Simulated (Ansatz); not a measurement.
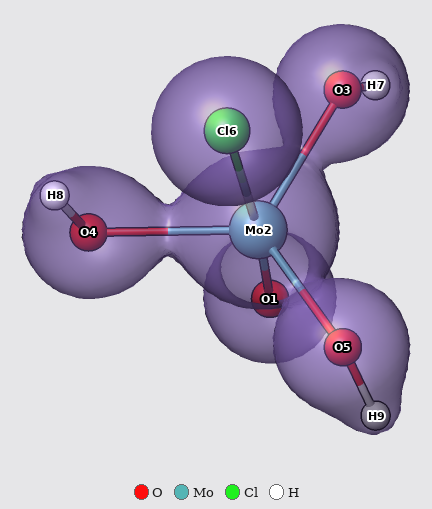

Figure. ClH₃MoO₄ (SMILES [O]=[Mo]([OH])([OH])([OH])[Cl]). Isosurface of the electron density at 1 e/Å³ (purple), seen at a tilt.

Geometry: PBE0-D4/def2-TZVP; core potentials replace the inner electrons of Mo.

These are results of Ansatz 0.2.0, RKS PBE0-D4/def2-TZVPP, not measurements.

```xyz
9

O     0.4392   -1.0778    1.3582
Mo    0.0263   -0.0896    0.0768
O     1.7672    0.2508   -0.4838
O    -0.9774   -1.4303   -0.7416
O    -0.8129    1.2202    1.0973
Cl   -0.6542    1.2241   -1.8361
H     2.4864   -0.1372    0.0269
H    -1.3649   -1.1118   -1.5689
H    -0.8211    1.1052    2.0541
```

> How is the density connected at this value?

At this value the surface falls into two separate pieces. It bridges the sampled Mo–O (1.67 Å), O–H (0.96 Å) and Mo–O (1.86 Å) contacts, where the density stays above the isovalue. It is pinched off along the sampled Mo–Cl (2.42 Å) contacts. On the grid the lowest density along these lines, outside the cores, is 1.9 e/Å³ (Mo–O, 1.67 Å), 0.53 e/Å³ (Mo–Cl, 2.42 Å), 2.5 e/Å³ (O–H, 0.96 Å) and 1.2 e/Å³ (Mo–O, 1.86 Å).
